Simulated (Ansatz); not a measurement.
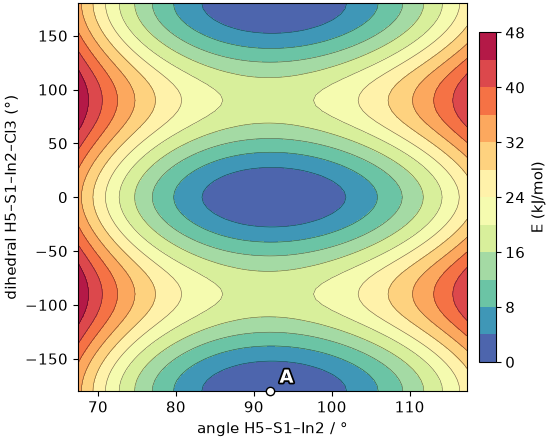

Cl2HInS, SMILES [SH][In]([Cl])[Cl]. Coordinates scanned: (1) angle H5–S1–In2; (2) dihedral H5–S1–In2–Cl3. Nothing is relaxed (all other coordinates rigid). The scan uses a 9 × 10 grid; 55 points were computed and 35 follow by symmetry. Points are written as (first, second). Energies are in kJ/mol, from the lowest grid point. The calculation used RKS B3LYP-D4/def2-TZVP (Ansatz 0.2.0).

The picture shows filled contours, the point A. Between grid points the surface is interpolated.

**What is the easiest way out of the well at A, and how high is the barrier?**

The easiest path leads from the well at (92.4°, −180°) to a well of about the same depth at (92.4°, 0°). Its highest point lies about 19 kJ/mol above the bottom of the first well on the interpolated surface, at about (92°, 90°). The start is the relaxed structure and all else is held, so a fully relaxed path at this level can only be lower.

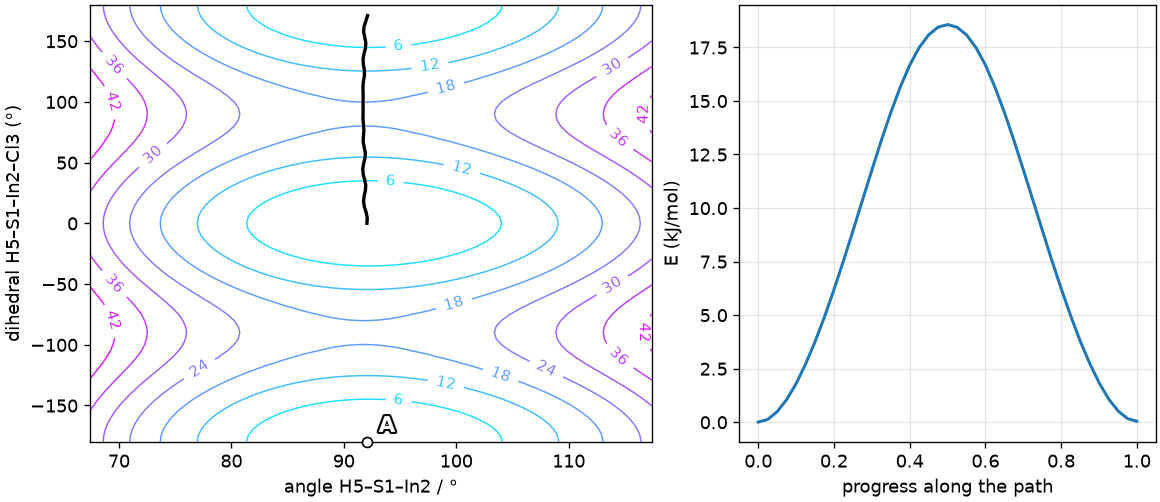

In the figure: contour lines labelled in kJ/mol, a line along the lowest path, the energy along the path at the right. Between grid points the surface is interpolated.
